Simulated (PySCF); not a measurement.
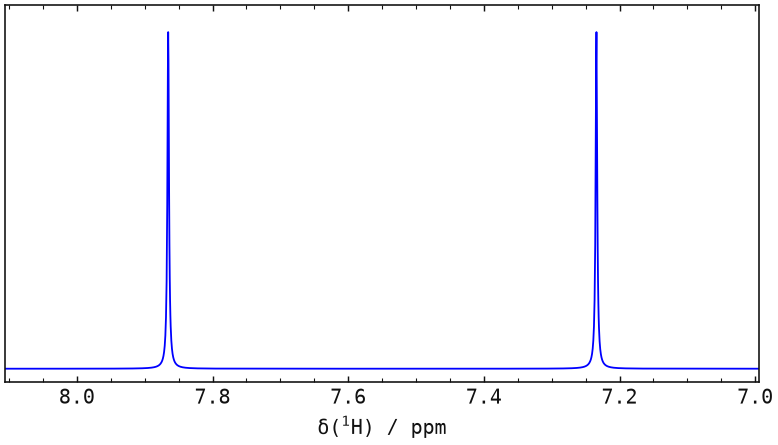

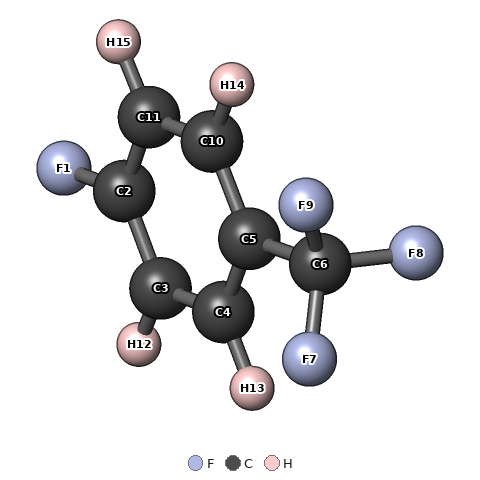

Spectrum and numbered structure of C₇H₄F₄, SMILES Fc1ccc(C(F)(F)F)cc1. GIAO shifts, B97-2/pcSseg-2 in PySCF 2.14.0, at a PBE0-D3(BJ)/def2-SVP geometry (no frequency check), against TMS for ¹H computed at the same level. Gas phase, fully decoupled, line heights follow the number of nuclei, widths are arbitrary (no quadrupolar broadening); values of one conformer, averaged over methyl-type rotors and exact or near symmetry.

> Assign the ¹H signals to the numbered atoms.

```csv
δ (ppm),nuclei,atoms
7.87,2,"H13, H14"
7.23,2,"H12, H15"
```
